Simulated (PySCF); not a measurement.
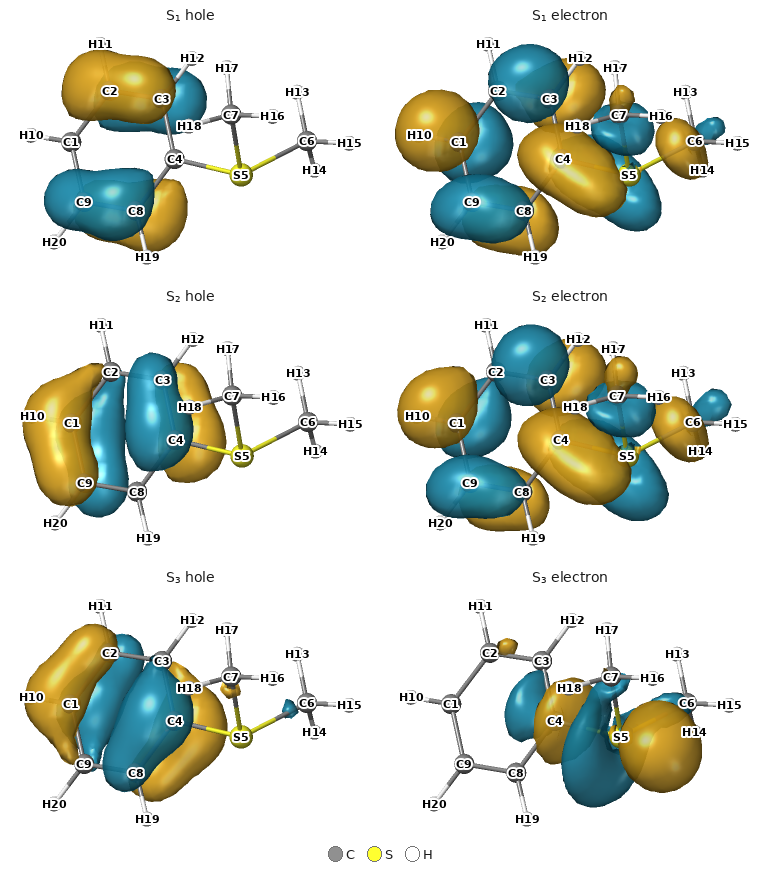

*C₈H₁₁S, charge +1, SMILES `c1ccc([S+](C)C)cc1`. Leading natural transition orbitals (full linear response singlet states).*

Computed with PySCF, BHandHLYP/6-31G*, geometry: GFN2-xTB. No frequency check shows the geometry to be a minimum. GFN2-xTB bond lengths at metals and heavier atoms can be off by up to 0.1 Å and shapes distorted, which carries into these values. Without diffuse functions Rydberg states are missing, so the states' numbers hold for this basis only.

Input

```python
import numpy as np
from pyscf import gto, scf, dft, tdscf
from pyscf.scf import atom_ks, atom_hf
from scipy.linalg import block_diag

def solve(mol, dm0=None, hcore=None):
    mf = (dft.UKS if mol.spin else dft.RKS)(mol, xc='bhandhlyp')
    mf.grids.level = 3
    mf = mf.density_fit(auxbasis='def2-universal-jkfit')
    mf.conv_tol, mf.max_cycle = 1e-8, 80
    if hcore is not None:
        mf.get_hcore = lambda *args: hcore
    mf.kernel(dm0)
    if not mf.converged:
        mf = mf.newton().run(mf.mo_coeff, mf.mo_occ, max_cycle=30)
    assert mf.converged, 'SCF not converged'
    return mf

mol = gto.M(atom='''
C     -2.89616     0.27094     0.00010
C     -2.00817     1.33597     0.00003
C     -0.64248     1.10844     0.00036
C     -0.18342    -0.19917     0.00036
S      1.57446    -0.60861     0.00019
C      2.19065     0.37786    -1.39028
C      2.19121     0.37776     1.38962
C     -1.06068    -1.27406    -0.00020
C     -2.42426    -1.03207     0.00001
H     -3.95805     0.45931    -0.00017
H     -2.37572     2.34994    -0.00101
H      0.03366     1.94964     0.00121
H      1.89516     1.41742    -1.29398
H      1.78162    -0.04330    -2.30445
H      3.27345     0.29096    -1.40846
H      3.27402     0.29085     1.40734
H      1.89568     1.41732     1.29351
H      1.78255    -0.04347     2.30391
H     -0.68057    -2.28351    -0.00089
H     -3.11323    -1.86148    -0.00009
''', basis='6-31g*', charge=1, spin=0, verbose=4)
mf = solve(mol)
td = mf.TDDFT()
td.nstates, td.singlet, td.conv_tol = 6, True, 1e-5
td.kernel()
td.analyze()
x, y = np.array([p[0] for p in td.xy]), np.array([p[1] + 0 * p[0] for p in td.xy])
f, mu = td.oscillator_strength(), td.transition_dipole()
nto = [td.get_nto(state=i + 1, verbose=4) for i in range(len(td.e))]
# spherically averaged free atoms, for the promolecule
atm = atom_ks.get_atm_nrks(mol, xc='bhandhlyp')
pro = block_diag(*[(atm[a[0]][2] * atm[a[0]][3]) @ atm[a[0]][2].T for a in mol._atom])
np.savez('result.npz', e=td.e, f=f, ok=td.converged, w=[n[0] for n in nto], nto=[n[1] for n in nto], x=x, y=y, c=mf.mo_coeff, occ=mf.mo_occ, eps=mf.mo_energy, pro=pro, mu=mu)
```

Run with:

```sh
OMP_NUM_THREADS=1 python input.py
```

The run took 17 min on 1 thread of Intel(R) Xeon(R) Platinum 8259CL CPU @ 2.50GHz (Skylake/Cascade Lake), with other jobs on the host, peak memory 1.1 GiB.

Question: Describe these excited states.

Answer: By state:
- S₁: 5.58 eV (222 nm), f = 0.029; the leading pair carries 75 %; hole on C2 and C8 (19 % each), C3 (17 %) and C9 (16 %), electron on C1 (16 %), C3 (14 %) and C4 (13 %) (shares are of the whole state, not of the leading pair alone); their centroids lie 0.5 Å apart.
- S₂: 6.01 eV (206 nm), f = 0.094; the leading pair carries 80 %; hole on C1 (21 %), C4 (20 %) and C9 (17 %), electron on S5 (15 %), C3 (14 %) and C1 (13 %) (shares are of the whole state, not of the leading pair alone); their centroids lie 0.8 Å apart.
- S₃: 6.75 eV (184 nm), f = 0.001 (very weak), charge transfer, whose energy this functional puts too low; the leading pair carries 99 %; hole on C4 (30 %), C1 (20 %) and C8 (14 %), electron on S5 (49 %) and C4 (21 %); their centroids lie 2.4 Å apart.
